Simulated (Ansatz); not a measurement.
# Strontium, dhcp under BLYP: from relaxation to bulk modulus, part 2 of 2

What does BLYP give for strontium in the dhcp structure? We relax it, solve it on a dense k-mesh, then scale the cell to 7 volumes from 88 to 112 % of the relaxed one and try a fit of the equation of state. Spin polarisation is left out. The k-meshes are 9×9×3 for the relaxation; 11×11×3 for the dense run; 10×10×3 for the volumes.

Ansatz 0.2.0; DFT, BLYP, plane waves (420 eV) with PAW, scalar-relativistic.

**6. The cell scaled to 96 % of its volume**

input.yaml reads:

```yaml
crystal:
  lattice:
    - [4.2465209921, 0.0, 0.0]
    - [-2.123260496, 3.6775950568, 0.0]
    - [0.0, 0.0, 13.8703511928]
  atoms:
    - { symbol: Sr, position: [1.0, 1.0, 1.0] }
    - { symbol: Sr, position: [1.0, 0.0, 0.5] }
    - { symbol: Sr, position: [0.3333333333, 0.6666666667, 0.25] }
    - { symbol: Sr, position: [0.6666666667, 0.3333333333, 0.75] }
hamiltonian:
  xc: blyp
  pseudopotentials:
    kind: paw
    azcp:
      Sr: "pseudopotentials/Sr.paw.azcp"
basis:
  ecutwfc: 420
  fft_grid_basis: typed
kpoints:
  mp_grid: { grid: [10, 10, 3], shift: [0, 0, 0] }
magnetization:
  spin_polarized: false
scf:
  occupations: { method: fermi_dirac, width: 0.1 }
  lower_state_search: "off"
output:
  stress: true
```

Launch:

```bash
> ansatz run input.yaml --threads 2 --pin off --max-ram 5120MiB --backend cpu --events-out ev --progress --plain --runs-dir out
```

The log of the run (excerpt; [...] marks lines left out):

```text
Warning: RAYON_NUM_THREADS=2 ignored (pool sized by the plan → 2); use --threads N
[...]
Pseudopotentials: kind: paw
Pseudopotential: Sr, paw, valence charge 10, recommended cutoff 420 eV (normal), <dir>
Functional definition: BLYP
[...]
Crystal: 4 atoms, lattice volume = 216.613 Å³
Basis set: ecut = 420 eV, 4205 PW (Γ), exchange–correlation on 60×60×192 points (8 copies of the dense FFT grid, shifted against one another)
Bands: 24, of which v1, the nominal top of the filled ones, is band 20 counted from 1 (19 counted from 0)
Symmetry: 24 space group operations
Space group: P63/mmc (ITA 194), of the structure as read, at distance tolerance 6.0e-5 Å
k-points: 28 of 300
[...]
SCF iter   1: F=—  HF=-14226.478485 eV  |F-HF|=—  |Δ(HF+E_count)|=         —  Δρ=2.55e-3  dr2=8.45e-3  ethr=1.77e-3  ⟨swp⟩=10.1  Hψ=8166  notcnv=0
[...]
SCF iter   7: F=-14226.484645 eV  HF=-14226.484645 eV  |F-HF|=5.36e-8  |Δ(HF+E_count)|=   3.54e-7  Δρ=4.41e-6  dr2=3.14e-8  ethr=2.50e-10  ⟨swp⟩=3.9  Hψ=3628  notcnv=0
[...]
SCF converged after 7 iterations
Free energy (F): -14226.484645 eV
[...]
E sigma→0 (E₀):  -14226.396111 eV
Entropy (-TS):   -0.177069 eV (-44.267 meV/atom)
Fermi energy:    5.634883 eV
[...]
--- Stress (GPa, compression-positive) ---
        0.478135       0.000000       0.000000
        0.000000       0.478135       0.000000
        0.000000       0.000000       0.529882
  P = ⅓ Tr σ = 0.4954 GPa (4.954 kbar)
```

Wall time 2.3 s (2 threads of Intel Xeon 6975P-C (Granite Rapids), shared host); peak memory 0.5 GiB.

**7. The cell scaled to 100 % of its volume**

input.yaml: that of step 6 with these lines changed.

```diff
@@ -2,5 +2,5 @@
   lattice:
-    - [4.2465209921, 0.0, 0.0]
-    - [-2.123260496, 3.6775950568, 0.0]
-    - [0.0, 0.0, 13.8703511928]
+    - [4.304699742, 0.0, 0.0]
+    - [-2.152349871, 3.7279793323, 0.0]
+    - [0.0, 0.0, 14.0603796174]
   atoms:
```

Launch:

```bash
> ansatz run input.yaml --threads 2 --pin off --max-ram 5120MiB --backend cpu --events-out ev --progress --plain --runs-dir out
```

The log of the run (excerpt; [...] marks lines left out):

```text
Warning: RAYON_NUM_THREADS=2 ignored (pool sized by the plan → 2); use --threads N
[...]
[... 3 set-up lines as earlier in the session ...]
[...]
Crystal: 4 atoms, lattice volume = 225.639 Å³
Basis set: ecut = 420 eV, 4409 PW (Γ), exchange–correlation on 60×60×192 points (8 copies of the dense FFT grid, shifted against one another)
Bands: 24, of which v1, the nominal top of the filled ones, is band 20 counted from 1 (19 counted from 0)
[... 2 set-up lines as earlier in the session ...]
k-points: 28 of 300
[...]
SCF iter   1: F=—  HF=-14226.493410 eV  |F-HF|=—  |Δ(HF+E_count)|=         —  Δρ=2.54e-3  dr2=9.13e-3  ethr=1.77e-3  ⟨swp⟩=10.2  Hψ=8207  notcnv=0
[...]
SCF iter   7: F=-14226.499048 eV  HF=-14226.499048 eV  |F-HF|=6.13e-8  |Δ(HF+E_count)|=   3.35e-7  Δρ=4.12e-6  dr2=2.77e-8  ethr=2.50e-10  ⟨swp⟩=3.4  Hψ=3560  notcnv=0
[...]
SCF converged after 7 iterations
Free energy (F): -14226.499048 eV
[...]
E sigma→0 (E₀):  -14226.408741 eV
Entropy (-TS):   -0.180613 eV (-45.153 meV/atom)
Fermi energy:    5.351675 eV
[...]
--- Stress (GPa, compression-positive) ---
        0.016596       0.000000       0.000000
        0.000000       0.016596       0.000000
        0.000000       0.000000       0.057125
  P = ⅓ Tr σ = 0.0301 GPa (0.301 kbar)
```

It took 4 s on 2 threads of Intel Xeon 6975P-C (Granite Rapids), shared host; peak memory 0.52 GiB.

**8. The cell scaled to 104 % of its volume**

input.yaml: that of step 7 with these lines changed.

```diff
@@ -2,5 +2,5 @@
   lattice:
-    - [4.304699742, 0.0, 0.0]
-    - [-2.152349871, 3.7279793323, 0.0]
-    - [0.0, 0.0, 14.0603796174]
+    - [4.3613470243, 0.0, 0.0]
+    - [-2.1806735121, 3.7770373177, 0.0]
+    - [0.0, 0.0, 14.2454058306]
   atoms:
```

Launch:

```bash
> ansatz run input.yaml --threads 2 --pin off --max-ram 5120MiB --backend cpu --events-out ev --progress --plain --runs-dir out
```

The log of the run (excerpt; [...] marks lines left out):

```text
Warning: RAYON_NUM_THREADS=2 ignored (pool sized by the plan → 2); use --threads N
[...]
[... 3 set-up lines as earlier in the session ...]
[...]
Crystal: 4 atoms, lattice volume = 234.664 Å³
Basis set: ecut = 420 eV, 4613 PW (Γ), exchange–correlation on 60×60×192 points (8 copies of the dense FFT grid, shifted against one another)
Bands: 24, of which v1, the nominal top of the filled ones, is band 20 counted from 1 (19 counted from 0)
[... 1 set-up line as earlier in the session ...]
Space group: P63/mmc (ITA 194), of the structure as read, at distance tolerance 6.2e-5 Å
k-points: 28 of 300
[...]
SCF iter   1: F=—  HF=-14226.484034 eV  |F-HF|=—  |Δ(HF+E_count)|=         —  Δρ=2.53e-3  dr2=9.85e-3  ethr=1.77e-3  ⟨swp⟩=10.2  Hψ=8213  notcnv=0
[...]
SCF iter   7: F=-14226.489477 eV  HF=-14226.489476 eV  |F-HF|=6.11e-8  |Δ(HF+E_count)|=   4.08e-7  Δρ=4.07e-6  dr2=3.34e-8  ethr=2.50e-10  ⟨swp⟩=3.3  Hψ=3537  notcnv=0
[...]
SCF converged after 7 iterations
Free energy (F): -14226.489477 eV
[...]
E sigma→0 (E₀):  -14226.397787 eV
Entropy (-TS):   -0.183380 eV (-45.845 meV/atom)
Fermi energy:    5.088880 eV
[...]
--- Stress (GPa, compression-positive) ---
       -0.368430      -0.000000       0.000000
       -0.000000      -0.368430      -0.000000
        0.000000      -0.000000      -0.337418
  P = ⅓ Tr σ = -0.3581 GPa (-3.581 kbar)
```

It took 2.7 s on 2 threads of Intel Xeon 6975P-C (Granite Rapids), shared host; peak memory 0.53 GiB.

**9. The cell scaled to 108 % of its volume**

input.yaml: that of step 8 with these lines changed.

```diff
@@ -2,5 +2,5 @@
   lattice:
-    - [4.3613470243, 0.0, 0.0]
-    - [-2.1806735121, 3.7770373177, 0.0]
-    - [0.0, 0.0, 14.2454058306]
+    - [4.4165598099, 0.0, 0.0]
+    - [-2.2082799049, 3.8248529927, 0.0]
+    - [0.0, 0.0, 14.4257465681]
   atoms:
```

Launch:

```bash
> ansatz run input.yaml --threads 2 --pin off --max-ram 5120MiB --backend cpu --events-out ev --progress --plain --runs-dir out
```

The log of the run (excerpt; [...] marks lines left out):

```text
Warning: RAYON_NUM_THREADS=2 ignored (pool sized by the plan → 2); use --threads N
[...]
[... 3 set-up lines as earlier in the session ...]
[...]
Crystal: 4 atoms, lattice volume = 243.690 Å³
Basis set: ecut = 420 eV, 4783 PW (Γ), exchange–correlation on 60×60×200 points (8 copies of the dense FFT grid, shifted against one another)
Bands: 24, of which v1, the nominal top of the filled ones, is band 20 counted from 1 (19 counted from 0)
[... 2 set-up lines as earlier in the session ...]
k-points: 28 of 300
[...]
SCF iter   1: F=—  HF=-14226.455131 eV  |F-HF|=—  |Δ(HF+E_count)|=         —  Δρ=2.51e-3  dr2=1.08e-2  ethr=1.77e-3  ⟨swp⟩=10.4  Hψ=8257  notcnv=0
[...]
SCF iter   7: F=-14226.459914 eV  HF=-14226.459914 eV  |F-HF|=6.40e-8  |Δ(HF+E_count)|=   6.54e-7  Δρ=3.40e-6  dr2=2.45e-8  ethr=2.50e-10  ⟨swp⟩=3.7  Hψ=3563  notcnv=0
[...]
SCF converged after 7 iterations
Free energy (F): -14226.459914 eV
[...]
E sigma→0 (E₀):  -14226.367191 eV
Entropy (-TS):   -0.185446 eV (-46.362 meV/atom)
Fermi energy:    4.844459 eV
[...]
--- Stress (GPa, compression-positive) ---
       -0.689114       0.000000       0.000000
        0.000000      -0.689114       0.000000
        0.000000       0.000000      -0.666440
  P = ⅓ Tr σ = -0.6816 GPa (-6.816 kbar)
```

It took 4.4 s on 2 threads of Intel Xeon 6975P-C (Granite Rapids), shared host; peak memory 0.54 GiB.

**10. The cell scaled to 112 % of its volume**

input.yaml: that of step 9 with these lines changed.

```diff
@@ -2,5 +2,5 @@
   lattice:
-    - [4.4165598099, 0.0, 0.0]
-    - [-2.2082799049, 3.8248529927, 0.0]
-    - [0.0, 0.0, 14.4257465681]
+    - [4.4704256041, 0.0, 0.0]
+    - [-2.235212802, 3.8715021389, 0.0]
+    - [0.0, 0.0, 14.6016876466]
   atoms:
@@ -28 +28,5 @@
   stress: true
+  write_density: true
+  write_potential: true
+  elf: true
+  volumetric_format: npy
```

Launch:

```bash
> ansatz run input.yaml --threads 2 --pin off --max-ram 5120MiB --backend cpu --events-out ev --progress --plain --runs-dir out
```

The log of the run (excerpt; [...] marks lines left out):

```text
Warning: RAYON_NUM_THREADS=2 ignored (pool sized by the plan → 2); use --threads N
[...]
[... 3 set-up lines as earlier in the session ...]
[...]
Crystal: 4 atoms, lattice volume = 252.715 Å³
Basis set: ecut = 420 eV, 5023 PW (Γ), exchange–correlation on 60×60×200 points (8 copies of the dense FFT grid, shifted against one another)
Bands: 24, of which v1, the nominal top of the filled ones, is band 20 counted from 1 (19 counted from 0)
[... 1 set-up line as earlier in the session ...]
Space group: P63/mmc (ITA 194), of the structure as read, at distance tolerance 6.3e-5 Å
k-points: 28 of 300
[...]
SCF iter   1: F=—  HF=-14226.409160 eV  |F-HF|=—  |Δ(HF+E_count)|=         —  Δρ=2.52e-3  dr2=1.16e-2  ethr=1.77e-3  ⟨swp⟩=10.7  Hψ=8343  notcnv=0
[...]
SCF iter   7: F=-14226.413717 eV  HF=-14226.413717 eV  |F-HF|=8.50e-8  |Δ(HF+E_count)|=   1.17e-6  Δρ=4.13e-6  dr2=4.19e-8  ethr=2.50e-10  ⟨swp⟩=11.9  Hψ=6974  notcnv=0
[...]
SCF converged after 7 iterations
Free energy (F): -14226.413717 eV
[...]
E sigma→0 (E₀):  -14226.320263 eV
Entropy (-TS):   -0.186907 eV (-46.727 meV/atom)
Fermi energy:    4.616665 eV
[...]
--- Stress (GPa, compression-positive) ---
       -0.955347       0.000000       0.000000
        0.000000      -0.955347       0.000000
        0.000000       0.000000      -0.940091
  P = ⅓ Tr σ = -0.9503 GPa (-9.503 kbar)
--- Band table (eV; the first three rows and the last of 28) ---
[...]
```

Wall time 3.8 s (2 threads of Intel Xeon 6975P-C (Granite Rapids), shared host); peak memory 0.55 GiB.

**11. Energy and pressure against volume**

All volumes keep the relaxed shape and fractional coordinates.

| V (Å³/atom) | E − E₀ (meV/atom) | P from the stress (GPa) | P from the fit (GPa) |
| --- | --- | --- | --- |
| 49.640 | 32.2 | 1.72 | 1.68 |
| 51.897 | 13.4 | 1.05 | 1.01 |
| 54.153 | 3.2 | 0.50 | 0.46 |
| 56.410 | 0.0 | 0.03 | 0.00 |
| 58.666 | 2.7 | -0.36 | -0.38 |
| 60.922 | 10.4 | -0.68 | -0.70 |
| 63.179 | 22.1 | -0.95 | -0.96 |

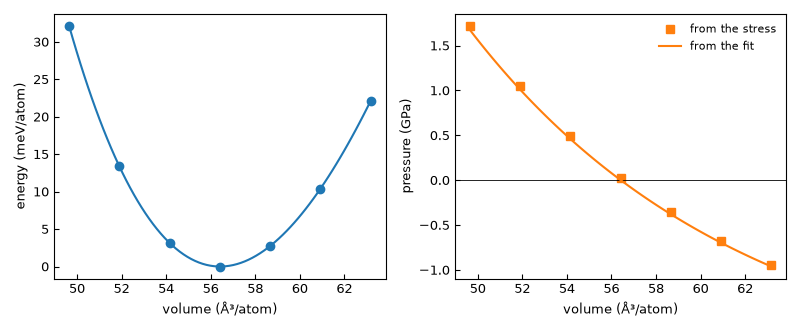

Energy and pressure against volume; the lines are the Birch-Murnaghan fit.

A third-order Birch-Murnaghan fit gives V₀ = 56.421 Å³/atom, B₀ = 10.4 GPa and B₀′ = 3.6; it misses no point by more than 0.01 meV/atom.

**12. Summary of results**

This closing draws on all 2 parts.

| quantity | value |
| --- | --- |
| space group (spins left aside) | P6_3/mmc (No. 194) |
| conventional cell | a = 4.305 Å, c = 14.060 Å (c/a = 3.266) |
| volume | 56.410 Å³/atom |
| shortest distance | 4.305 Å |
| gap on the mesh | none (levels filled in part) |
| relative to fcc | +2 meV/atom |
| highest ELF outside the cores | 0.55, 2.70 Å from the nearest atom |
| V₀, B₀, B₀′ | 56.421 Å³/atom, 10.4 GPa, 3.6 |

**Reading.** The relaxation enlarged the cell by 0.2 % in volume. It lies 2 meV/atom above the element's reference form at the same level (fcc, from a run of its own), within what mesh and smearing can decide. Levels at the Fermi energy are filled in part, as in a metal. The fitted modulus is 10.4 GPa, a soft solid; letting shape and positions relax at each volume could only lower it. The symmetry was held, so the structure may be unstable against distortions that break it.
